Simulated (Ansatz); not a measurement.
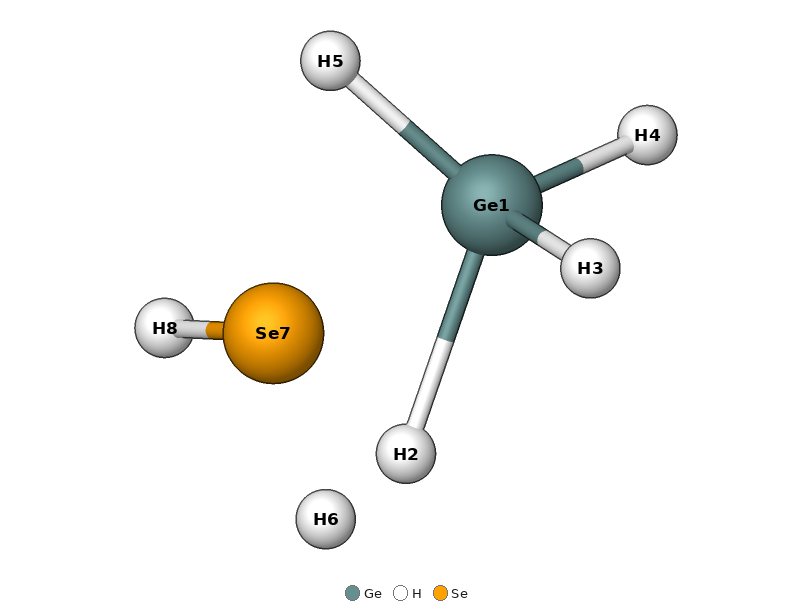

Harmonic vibrations computed with RKS PBE0-D4/def2-SVP (Ansatz 0.2.0) at a stationary point of the same level.

> How many imaginary frequencies does it have?

A saddle point of order 2: imaginary frequencies 1245i cm⁻¹, 109i cm⁻¹.

> How many vibrational modes are there, and where do they lie?

18 modes: 1245i, 109i, 133, 167, 471, 492, 650, 756, 846, 897, 927, 987, 1149, 1549, 2123, 2199, 2223, 2365 cm⁻¹.
